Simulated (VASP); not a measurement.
Energy against volume of Pb (fcc). Computed with TPSS meta-GGA, VASP's PBE PAW potentials (set 64) (plane waves; VASP).

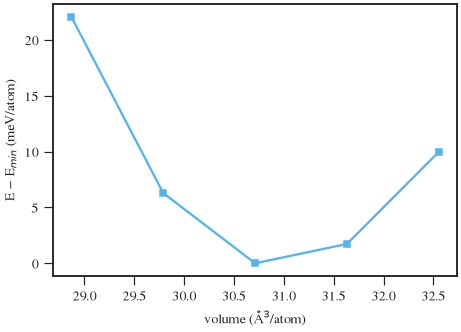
Figure: Energy against volume

Estimate the equilibrium volume and the bulk modulus.

The minimum lies near 31.0 Å³/atom, and the curvature gives B0 of about 44 GPa.

Measured: bulk modulus 47.0 GPa at 0 K (computed value off by -6.4 %), as given by H. Levämäki et al., Physical Review B (2014), arXiv:1402.3671 [corrected for temperature and zero-point phonon effects]; a 4.902 Å at 0 K (computed value off by +1.7 %), as given by Gábor I. Csonka et al., Physical Review B (2009), arXiv:0903.4037 [low-temperature or extrapolated to 0 K; zero-point anharmonic expansion removed].

The compound is Pb in the fcc structure. It was relaxed first.
